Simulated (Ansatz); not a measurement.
**C6H3F3: energies up the ladder**

Wanted for C6H3F3: energies up the ladder.

Computed with Ansatz 0.2.0 (the levels named in each step, unless a step's input says otherwise).

### Step 1. The starting structure

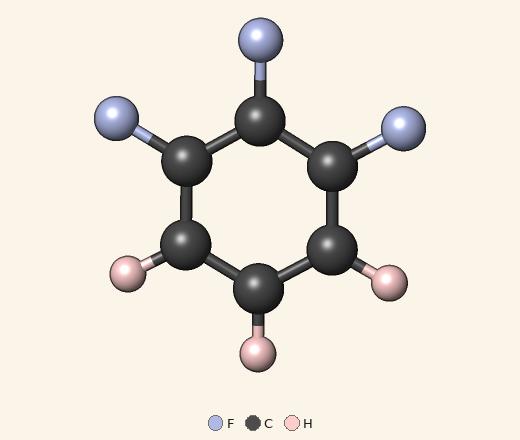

The starting structure, seen from a chosen angle (fluorine light blue, carbon dark grey, hydrogen pink).

As a file:

```xyz
12

F    -2.2845    0.8429    0.0056
C    -1.1952    0.0630   -0.0176
C    -1.3399   -1.3111   -0.0951
C    -0.2134   -2.1140   -0.1235
C     1.0508   -1.5538   -0.0697
C     1.1835   -0.1787    0.0110
F     2.4065    0.3661    0.0640
C     0.0655    0.6481    0.0373
F     0.1997    1.9778    0.1102
H    -2.3325   -1.7297   -0.1332
H    -0.3207   -3.1846   -0.1890
H     1.9396   -2.1633   -0.0907
```

### Step 2. A rough first relaxation, PBE-D4/def2-SVP

input.yaml reads:

```yaml
crystal:
  periodic: [false, false, false]
  atoms:
    - { symbol: F, position_ang: [-2.28446, 0.84294, 0.00557] }
    - { symbol: C, position_ang: [-1.19519, 0.06298, -0.01761] }
    - { symbol: C, position_ang: [-1.33994, -1.3111, -0.09508] }
    - { symbol: C, position_ang: [-0.21335, -2.11399, -0.12353] }
    - { symbol: C, position_ang: [1.05078, -1.55385, -0.06969] }
    - { symbol: C, position_ang: [1.1835, -0.17874, 0.01096] }
    - { symbol: F, position_ang: [2.40649, 0.36613, 0.06396] }
    - { symbol: C, position_ang: [0.0655, 0.64813, 0.03734] }
    - { symbol: F, position_ang: [0.19969, 1.97778, 0.11022] }
    - { symbol: H, position_ang: [-2.33251, -1.72971, -0.13318] }
    - { symbol: H, position_ang: [-0.32067, -3.18457, -0.18902] }
    - { symbol: H, position_ang: [1.93959, -2.16333, -0.0907] }
basis:
  gaussian: { orbitals: def2-SVP }
hamiltonian:
  xc: pbe
  dispersion: d4
relax:
  f_tol: 0.03
  max_steps: 200
```

Launch:

```sh
> ansatz run input.yaml --threads 4 --pin off --max-ram 10240MiB --backend cpu --events-out ev --progress --plain --runs-dir out
```

The log of the run, shortened:

```text
Warning: RAYON_NUM_THREADS=4 ignored (pool sized by the plan → 4); use --threads N
[...]
Functional definition: PBE
[...]
1566 factors; their error is unknown
[...]
mean field -14394.46043935 eV, -528.9866642304 hartree, gradient 2.9e-5 eV, S^2 0.000000; 0 other end points of the search recorded, 0 dependent functions left out
[...]
reference -14394.46046363 eV, -528.9866651226 hartree; 33, 33 occupied and 108, 108 virtual orbitals, 1566 factors
relax step   1: F+E_penalty+E_count = -14394.78772552 eV  Δ(F+E_penalty+E_count) = +0.000e0 eV  max|allowed force component| = 8.330e-1 eV/Å  Δτ_max = 0.0000 Å  (29 SCF iters, accepted)
[...]
relax step   3: F+E_penalty+E_count = -14394.85908412 eV  Δ(F+E_penalty+E_count) = -6.348e-3 eV  max|allowed force component| = 4.596e-2 eV/Å  Δτ_max = 0.0122 Å  (33 SCF iters, accepted)
[...]
relax step   4: F+E_penalty+E_count = -14394.85920893 eV  Δ(F+E_penalty+E_count) = -1.248e-4 eV  max|allowed force component| = 1.328e-2 eV/Å  Δτ_max = 0.0023 Å  (33 SCF iters, accepted)
1566 factors; their error is unknown
[...]
mean field -14394.53445264 eV, -528.9893841688 hartree, gradient 1.3e-5 eV, S^2 0.000000; 1 other end points of the search recorded, 0 dependent functions left out
[...]
reference -14394.53447742 eV, -528.9893850793 hartree; 33, 33 occupied and 108, 108 virtual orbitals, 1566 factors
Total energy: -14394.85923371 eV, -529.0013196528 hartree
Atom 0 at    -2.282518     0.873240     0.009498 Å, force     0.011826     0.002901     0.000552 eV/Å
Atom 1 at    -1.209431     0.070892    -0.017212 Å, force    -0.013281    -0.004128    -0.002084 eV/Å
Atom 2 at    -1.358799    -1.318033    -0.097931 Å, force     0.002995    -0.004135     0.000934 eV/Å
Atom 3 at    -0.214928    -2.130602    -0.123919 Å, force     0.001264     0.008186     0.001026 eV/Å
Atom 4 at     1.068057    -1.564483    -0.070416 Å, force    -0.003878    -0.003334    -0.000404 eV/Å
Atom 5 at     1.199170    -0.173692     0.009879 Å, force     0.012205    -0.006812     0.000367 eV/Å
Atom 6 at     2.410763     0.396629     0.062544 Å, force    -0.011106     0.005218    -0.000304 eV/Å
Atom 7 at     0.066607     0.659611     0.037517 Å, force     0.000256     0.003360    -0.000039 eV/Å
Atom 8 at     0.200524     1.987047     0.114276 Å, force    -0.000828    -0.008945    -0.000242 eV/Å
Atom 9 at    -2.374242    -1.736488    -0.138876 Å, force     0.004585     0.001082     0.000639 eV/Å
Atom 10 at    -0.325084    -3.222835    -0.186553 Å, force     0.000225     0.004602    -0.001132 eV/Å
Atom 11 at     1.979309    -2.178615    -0.089566 Å, force    -0.004262     0.002004     0.000688 eV/Å
Dipole moment:    -0.047252    -0.468331    -0.027073 e Å
```

Run time: 19 s. Hardware: 4 threads of Intel Xeon at 2.50GHz (Skylake/Cascade Lake), shared host; peak memory 0.21 GiB.

Step by step:

```csv
step,energy from step 1 (eV),largest force component (eV/Å)
1,0.0000,0.8330
2,-0.0650,0.3024
3,-0.0714,0.0460
4,-0.0715,0.0133
```

Step 1 is the start.

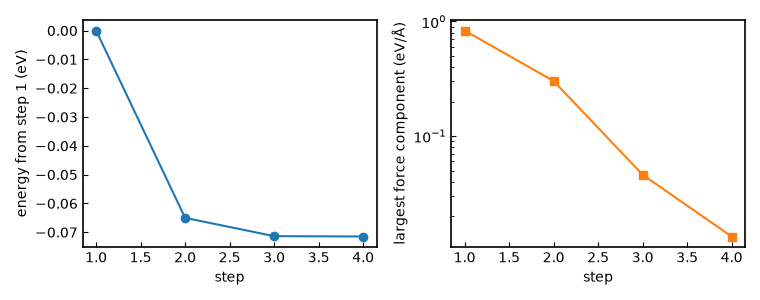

Energy and largest force along the relaxation.

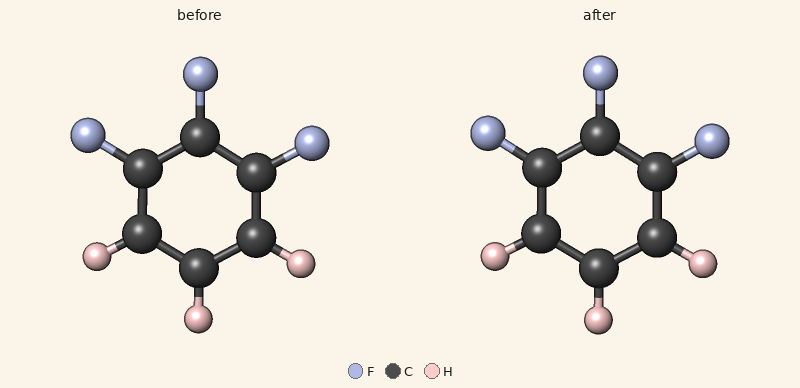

Before and after, at one scale.

Before: Bond lengths: F1–C2 1.340 Å, C2–C3 1.384 Å, C3–C4 1.384 Å, C4–C5 1.384 Å, C5–C6 1.384 Å, C6–F7 1.340 Å, C2–C8 1.391 Å, C6–C8 1.391 Å, C8–F9 1.338 Å, C3–H10 1.078 Å, C4–H11 1.078 Å, C5–H12 1.078 Å. Angles (14 of 18 angles, heavy atoms first): F1–C2–C3 119.6°, F1–C2–C8 119.4°, C3–C2–C8 121.0°, C2–C3–C4 119.5°, C3–C4–C5 120.5°, C4–C5–C6 119.5°, C5–C6–F7 119.6°, C5–C6–C8 121.0°, F7–C6–C8 119.4°, C2–C8–C6 118.5°, C2–C8–F9 120.7°, C6–C8–F9 120.7°, C2–C3–H10 118.9°, C4–C3–H10 121.6°.

After: Bond lengths: F1–C2 1.340 Å, C2–C3 1.399 Å, C3–C4 1.403 Å, C4–C5 1.403 Å, C5–C6 1.399 Å, C6–F7 1.340 Å, C2–C8 1.406 Å, C6–C8 1.406 Å, C8–F9 1.336 Å, C3–H10 1.099 Å, C4–H11 1.100 Å, C5–H12 1.099 Å. Angles (14 of 18 angles, heavy atoms first): F1–C2–C3 120.7°, F1–C2–C8 118.4°, C3–C2–C8 121.0°, C2–C3–C4 119.3°, C3–C4–C5 120.7°, C4–C5–C6 119.3°, C5–C6–F7 120.7°, C5–C6–C8 121.0°, F7–C6–C8 118.4°, C2–C8–C6 118.8°, C2–C8–F9 120.6°, C6–C8–F9 120.6°, C2–C3–H10 118.6°, C4–C3–H10 122.1°.

### Step 3. Relaxation, PBE0-D4/def2-TZVP

input.yaml reads:

```yaml
crystal:
  periodic: [false, false, false]
  atoms:
    - { symbol: F, position_ang: [-2.28251813, 0.87323983, 0.00949825] }
    - { symbol: C, position_ang: [-1.20943054, 0.07089179, -0.0172122] }
    - { symbol: C, position_ang: [-1.35879944, -1.31803294, -0.09793058] }
    - { symbol: C, position_ang: [-0.21492798, -2.1306022, -0.12391926] }
    - { symbol: C, position_ang: [1.06805719, -1.56448348, -0.0704161] }
    - { symbol: C, position_ang: [1.19916998, -0.17369249, 0.00987925] }
    - { symbol: F, position_ang: [2.41076335, 0.39662869, 0.06254382] }
    - { symbol: C, position_ang: [0.06660746, 0.65961141, 0.03751689] }
    - { symbol: F, position_ang: [0.20052434, 1.98704733, 0.1142757] }
    - { symbol: H, position_ang: [-2.37424196, -1.73648791, -0.13887632] }
    - { symbol: H, position_ang: [-0.32508351, -3.22283532, -0.186553] }
    - { symbol: H, position_ang: [1.97930925, -2.17861472, -0.08956645] }
basis:
  gaussian: { orbitals: def2-TZVP }
hamiltonian:
  xc: pbe0
  dispersion: d4
relax:
  f_tol: 0.002
  max_steps: 150
```

Launch:

```sh
> ansatz run input.yaml --threads 4 --pin off --max-ram 10240MiB --backend cpu --events-out ev --progress --plain --runs-dir out
```

The log of the run:

```text
Warning: RAYON_NUM_THREADS=4 ignored (pool sized by the plan → 4); use --threads N
The last accepted step is kept in <dir> (removed where the run ends without a failure and the disk answers)
Engine: ansatz 0.2.0, x86_64-unknown-linux-gnu
Functional definition: PBE0
  parameter a = 0.25
  parameter kappa = 0.804
  parameter beta = 0.06672455060314922
  exchange = (1 - a)*pbe_x(kappa = kappa, mu = beta*pi^2/3) + a*exact_x
  correlation = pbe_c(beta = beta)
1680 factors; their error is unknown
mean field evaluation 1: about -14404.2760 eV, gradient 5.6e1 eV
mean field evaluation 2: about -14400.2533 eV, gradient 6.6e1 eV
mean field evaluation 4: about -14411.3032 eV, gradient 3.8e0 eV
mean field evaluation 8: about -14411.3675 eV, gradient 6.7e-1 eV
mean field evaluation 16: about -14411.3681 eV, gradient 2.2e-4 eV
mean field -14411.36813203 eV, -529.6080104759 hartree, gradient 9.0e-6 eV, S^2 0.000000; 0 other end points of the search recorded, 0 dependent functions left out
the calculation of the forces begins
reference -14411.36815840 eV, -529.6080114449 hartree; 33, 33 occupied and 264, 264 virtual orbitals, 1680 factors
relax step   1: F+E_penalty+E_count = -14411.64093362 eV  Δ(F+E_penalty+E_count) = +0.000e0 eV  max|allowed force component| = 5.912e-1 eV/Å  Δτ_max = 0.0000 Å  (31 SCF iters, accepted)
these checks for a lower state are left out or cut short: starts, cluster_reference, orbital_swaps, neighbouring_geometries, increment
1680 factors; their error is unknown
mean field -14411.43968282 eV, -529.6106399190 hartree, gradient 1.8e-5 eV, S^2 0.000000; 0 other end points of the search recorded, 0 dependent functions left out
the calculation of the forces begins
reference -14411.43970903 eV, -529.6106408822 hartree; 33, 33 occupied and 264, 264 virtual orbitals, 1680 factors
relax step   2: F+E_penalty+E_count = -14411.71439427 eV  Δ(F+E_penalty+E_count) = -7.346e-2 eV  max|allowed force component| = 2.023e-1 eV/Å  Δτ_max = 0.0267 Å  (34 SCF iters, accepted)
these checks for a lower state are left out or cut short: starts, cluster_reference, orbital_swaps, neighbouring_geometries, increment
1680 factors; their error is unknown
mean field evaluation 32: about -14411.4448 eV, gradient 1.7e-5 eV
mean field -14411.44475582 eV, -529.6108263484 hartree, gradient 1.8e-5 eV, S^2 0.000000; 0 other end points of the search recorded, 0 dependent functions left out
the calculation of the forces begins
reference -14411.44478197 eV, -529.6108273094 hartree; 33, 33 occupied and 264, 264 virtual orbitals, 1680 factors
relax step   3: F+E_penalty+E_count = -14411.72018554 eV  Δ(F+E_penalty+E_count) = -5.791e-3 eV  max|allowed force component| = 1.769e-2 eV/Å  Δτ_max = 0.0092 Å  (33 SCF iters, accepted)
these checks for a lower state are left out or cut short: starts, cluster_reference, orbital_swaps, neighbouring_geometries, increment
1680 factors; their error is unknown
mean field -14411.44478536 eV, -529.6108274338 hartree, gradient 1.8e-5 eV, S^2 0.000000; 0 other end points of the search recorded, 0 dependent functions left out
the calculation of the forces begins
reference -14411.44481151 eV, -529.6108283949 hartree; 33, 33 occupied and 264, 264 virtual orbitals, 1680 factors
relax step   4: F+E_penalty+E_count = -14411.72019942 eV  Δ(F+E_penalty+E_count) = -1.387e-5 eV  max|allowed force component| = 3.968e-3 eV/Å  Δτ_max = 0.0006 Å  (33 SCF iters, accepted)
these checks for a lower state are left out or cut short: starts, cluster_reference, orbital_swaps, neighbouring_geometries, increment
1680 factors; their error is unknown
mean field -14411.44479126 eV, -529.6108276508 hartree, gradient 1.8e-5 eV, S^2 0.000000; 0 other end points of the search recorded, 0 dependent functions left out
the calculation of the forces begins
reference -14411.44481742 eV, -529.6108286119 hartree; 33, 33 occupied and 264, 264 virtual orbitals, 1680 factors
relax step   5: F+E_penalty+E_count = -14411.72020314 eV  Δ(F+E_penalty+E_count) = -3.719e-6 eV  max|allowed force component| = 3.322e-3 eV/Å  Δτ_max = 0.0005 Å  (33 SCF iters, accepted)
these checks for a lower state are left out or cut short: starts, cluster_reference, orbital_swaps, neighbouring_geometries, increment
1680 factors; their error is unknown
mean field -14411.44478892 eV, -529.6108275648 hartree, gradient 1.8e-5 eV, S^2 0.000000; 0 other end points of the search recorded, 0 dependent functions left out
the calculation of the forces begins
reference -14411.44481507 eV, -529.6108285258 hartree; 33, 33 occupied and 264, 264 virtual orbitals, 1680 factors
relax step   6: F+E_penalty+E_count = -14411.72020377 eV  Δ(F+E_penalty+E_count) = -6.313e-7 eV  max|allowed force component| = 4.129e-4 eV/Å  Δτ_max = 0.0002 Å  (34 SCF iters, accepted)
1680 factors; their error is unknown
mean field evaluation 64: about -14410.7178 eV, gradient 1.7e1 eV
mean field -14411.44478892 eV, -529.6108275648 hartree, gradient 1.8e-5 eV, S^2 0.000000; 1 other end points of the search recorded, 0 dependent functions left out
the calculation of the forces begins
reference -14411.44481507 eV, -529.6108285258 hartree; 33, 33 occupied and 264, 264 virtual orbitals, 1680 factors
Total energy: -14411.72022992 eV, -529.6209498347 hartree
Atom 0 at    -2.257279     0.856392     0.008948 Å, force     0.000257    -0.000086    -0.000012 eV/Å
Atom 1 at    -1.192915     0.059369    -0.017679 Å, force    -0.000244    -0.000326     0.000013 eV/Å
Atom 2 at    -1.343816    -1.310451    -0.097108 Å, force     0.000175     0.000173    -0.000006 eV/Å
Atom 3 at    -0.213014    -2.111739    -0.122840 Å, force    -0.000016    -0.000152     0.000003 eV/Å
Atom 4 at     1.054905    -1.554042    -0.069983 Å, force    -0.000138     0.000200     0.000033 eV/Å
Atom 5 at     1.180681    -0.181671     0.009164 Å, force     0.000173    -0.000366    -0.000009 eV/Å
Atom 6 at     2.382658     0.385205     0.061417 Å, force    -0.000273    -0.000032    -0.000006 eV/Å
Atom 7 at     0.064577     0.639507     0.036263 Å, force     0.000046     0.000413    -0.000001 eV/Å
Atom 8 at     0.197389     1.955835     0.112386 Å, force     0.000038     0.000364     0.000023 eV/Å
Atom 9 at    -2.342262    -1.726380    -0.137426 Å, force     0.000060    -0.000065    -0.000004 eV/Å
Atom 10 at    -0.321513    -3.187092    -0.185024 Å, force    -0.000008    -0.000074    -0.000006 eV/Å
Atom 11 at     1.950018    -2.162263    -0.088878 Å, force    -0.000071    -0.000049    -0.000028 eV/Å
Dipole moment:    -0.056788    -0.562830    -0.032546 e Å
```

Run time: 1.7 min. Hardware: 4 threads of Intel Xeon at 2.50GHz (Skylake/Cascade Lake), shared host; peak memory 1.1 GiB.

Relaxation path:

```
step  E - E(step 1) (eV)  largest force component (eV/Å)
   1              0.0000                          0.5912
   2             -0.0735                          0.2023
   3             -0.0793                          0.0177
   4             -0.0793                          0.0040
   5             -0.0793                          0.0033
   6             -0.0793                          0.0004
```

Step 1 is the start.

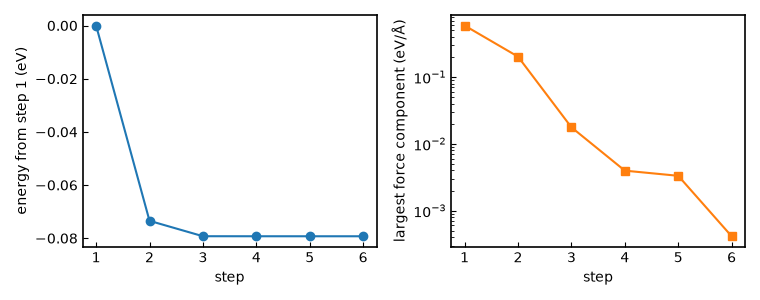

Energy and largest force along the relaxation.

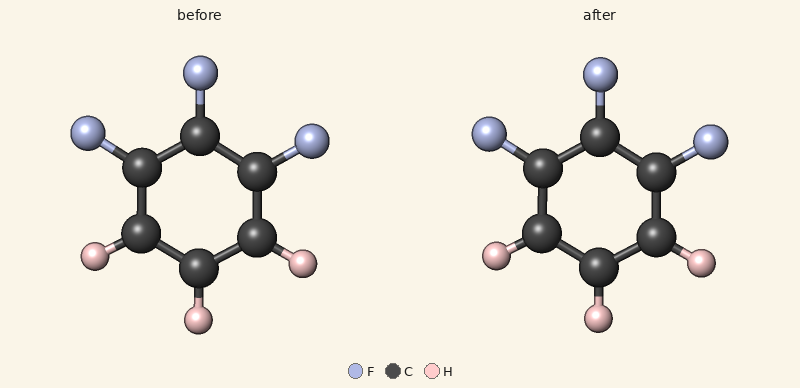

Before and after, at one scale.

Before: Bond lengths: F1–C2 1.340 Å, C2–C3 1.399 Å, C3–C4 1.403 Å, C4–C5 1.403 Å, C5–C6 1.399 Å, C6–F7 1.340 Å, C2–C8 1.406 Å, C6–C8 1.406 Å, C8–F9 1.336 Å, C3–H10 1.099 Å, C4–H11 1.100 Å, C5–H12 1.099 Å. Angles (14 of 18 angles, heavy atoms first): F1–C2–C3 120.7°, F1–C2–C8 118.4°, C3–C2–C8 121.0°, C2–C3–C4 119.3°, C3–C4–C5 120.7°, C4–C5–C6 119.3°, C5–C6–F7 120.7°, C5–C6–C8 121.0°, F7–C6–C8 118.4°, C2–C8–C6 118.8°, C2–C8–F9 120.6°, C6–C8–F9 120.6°, C2–C3–H10 118.6°, C4–C3–H10 122.1°.

After: Bond lengths: F1–C2 1.330 Å, C2–C3 1.380 Å, C3–C4 1.386 Å, C4–C5 1.386 Å, C5–C6 1.380 Å, C6–F7 1.330 Å, C2–C8 1.386 Å, C6–C8 1.386 Å, C8–F9 1.325 Å, C3–H10 1.082 Å, C4–H11 1.083 Å, C5–H12 1.082 Å. Angles (14 of 18 angles, heavy atoms first): F1–C2–C3 120.6°, F1–C2–C8 118.3°, C3–C2–C8 121.1°, C2–C3–C4 119.0°, C3–C4–C5 120.9°, C4–C5–C6 119.0°, C5–C6–F7 120.6°, C5–C6–C8 121.1°, F7–C6–C8 118.3°, C2–C8–C6 118.8°, C2–C8–F9 120.6°, C6–C8–F9 120.6°, C2–C3–H10 119.0°, C4–C3–H10 122.0°.

### Step 4. Relaxation, PBE0-D4/def2-SVP

input.yaml reads:

```yaml
crystal:
  periodic: [false, false, false]
  atoms:
    - { symbol: F, position_ang: [-2.25727869, 0.85639248, 0.00894818] }
    - { symbol: C, position_ang: [-1.19291457, 0.05936873, -0.01767859] }
    - { symbol: C, position_ang: [-1.34381604, -1.31045149, -0.09710811] }
    - { symbol: C, position_ang: [-0.21301376, -2.11173948, -0.12284039] }
    - { symbol: C, position_ang: [1.05490512, -1.55404228, -0.06998269] }
    - { symbol: C, position_ang: [1.18068094, -0.18167062, 0.00916372] }
    - { symbol: F, position_ang: [2.38265776, 0.38520532, 0.06141659] }
    - { symbol: C, position_ang: [0.06457688, 0.63950666, 0.03626276] }
    - { symbol: F, position_ang: [0.19738938, 1.95583542, 0.11238599] }
    - { symbol: H, position_ang: [-2.34226222, -1.7263799, -0.13742583] }
    - { symbol: H, position_ang: [-0.32151289, -3.18709186, -0.18502363] }
    - { symbol: H, position_ang: [1.95001811, -2.16226299, -0.08887801] }
basis:
  gaussian: { orbitals: def2-SVP }
hamiltonian:
  xc: pbe0
  dispersion: d4
relax:
  f_tol: 0.004
  max_steps: 80
```

Launch:

```sh
> ansatz run input.yaml --threads 4 --pin off --max-ram 10240MiB --backend cpu --events-out ev --progress --plain --runs-dir out
```

The log of the run, shortened:

```text
Warning: RAYON_NUM_THREADS=4 ignored (pool sized by the plan → 4); use --threads N
[...]
Functional definition: PBE0
[...]
1596 factors; integrals over basis functions are off by at most 3.0e-4 eV
[...]
mean field -14394.81311543 eV, -528.9996248373 hartree, gradient 6.2e-5 eV, S^2 0.000000; 0 other end points of the search recorded, 0 dependent functions left out
[...]
reference -14394.81313481 eV, -528.9996255494 hartree; 33, 33 occupied and 108, 108 virtual orbitals, 1596 factors
relax step   1: F+E_penalty+E_count = -14395.08853028 eV  Δ(F+E_penalty+E_count) = +0.000e0 eV  max|allowed force component| = 5.659e-1 eV/Å  Δτ_max = 0.0000 Å  (27 SCF iters, accepted)
[...]
relax step   5: F+E_penalty+E_count = -14395.10354068 eV  Δ(F+E_penalty+E_count) = -1.191e-5 eV  max|allowed force component| = 4.159e-3 eV/Å  Δτ_max = 0.0005 Å  (21 SCF iters, accepted)
[...]
Atom 2 at    -1.349497    -1.312315    -0.097306 Å, force    -0.000250     0.000203     0.000097 eV/Å
Atom 3 at    -0.213744    -2.118979    -0.123257 Å, force    -0.000005    -0.000060    -0.000003 eV/Å
Atom 4 at     1.060099    -1.557010    -0.070061 Å, force     0.000288     0.000155    -0.000080 eV/Å
Atom 5 at     1.189109    -0.176627     0.009578 Å, force    -0.000344     0.000597     0.000293 eV/Å
Atom 6 at     2.386225     0.389243     0.061720 Å, force     0.000028    -0.000024    -0.000108 eV/Å
Atom 7 at     0.065463     0.648290     0.036770 Å, force    -0.000113    -0.000975    -0.000054 eV/Å
Atom 8 at     0.197968     1.961562     0.112715 Å, force    -0.000008    -0.000066    -0.000005 eV/Å
Atom 9 at    -2.357279    -1.728275    -0.137783 Å, force    -0.000132    -0.000062    -0.000022 eV/Å
Atom 10 at    -0.323133    -3.203152    -0.185951 Å, force    -0.000020    -0.000195    -0.000014 eV/Å
Atom 11 at     1.964352    -2.167137    -0.088920 Å, force     0.000115    -0.000090     0.000014 eV/Å
Dipole moment:    -0.054264    -0.537824    -0.031102 e Å
```

Wall time 41 s (4 threads of Intel Xeon at 2.50GHz (Skylake/Cascade Lake), shared host); peak memory 0.44 GiB.

The steps of the relaxation:

| step | E - E(step 1) (eV) | largest force component (eV/Å) |
| --- | --- | --- |
| 1 | 0.0000 | 0.5659 |
| 2 | -0.0137 | 0.2224 |
| 3 | -0.0150 | 0.0265 |
| 4 | -0.0150 | 0.0095 |
| 5 | -0.0150 | 0.0042 |
| 6 | -0.0150 | 0.0010 |

Step 1 is the start.

Before: Bond lengths: F1–C2 1.330 Å, C2–C3 1.380 Å, C3–C4 1.386 Å, C4–C5 1.386 Å, C5–C6 1.380 Å, C6–F7 1.330 Å, C2–C8 1.386 Å, C6–C8 1.386 Å, C8–F9 1.325 Å, C3–H10 1.082 Å, C4–H11 1.083 Å, C5–H12 1.082 Å. Angles (14 of 18 angles, heavy atoms first): F1–C2–C3 120.6°, F1–C2–C8 118.3°, C3–C2–C8 121.1°, C2–C3–C4 119.0°, C3–C4–C5 120.9°, C4–C5–C6 119.0°, C5–C6–F7 120.6°, C5–C6–C8 121.1°, F7–C6–C8 118.3°, C2–C8–C6 118.8°, C2–C8–F9 120.6°, C6–C8–F9 120.6°, C2–C3–H10 119.0°, C4–C3–H10 122.0°.

After: Bond lengths: F1–C2 1.325 Å, C2–C3 1.389 Å, C3–C4 1.393 Å, C4–C5 1.393 Å, C5–C6 1.389 Å, C6–F7 1.325 Å, C2–C8 1.394 Å, C6–C8 1.394 Å, C8–F9 1.322 Å, C3–H10 1.091 Å, C4–H11 1.091 Å, C5–H12 1.091 Å. Angles (14 of 18 angles, heavy atoms first): F1–C2–C3 120.7°, F1–C2–C8 118.3°, C3–C2–C8 121.0°, C2–C3–C4 119.2°, C3–C4–C5 120.7°, C4–C5–C6 119.2°, C5–C6–F7 120.7°, C5–C6–C8 121.0°, F7–C6–C8 118.3°, C2–C8–C6 118.9°, C2–C8–F9 120.5°, C6–C8–F9 120.5°, C2–C3–H10 118.7°, C4–C3–H10 122.1°.

(Part 1 of 2 ends here.)
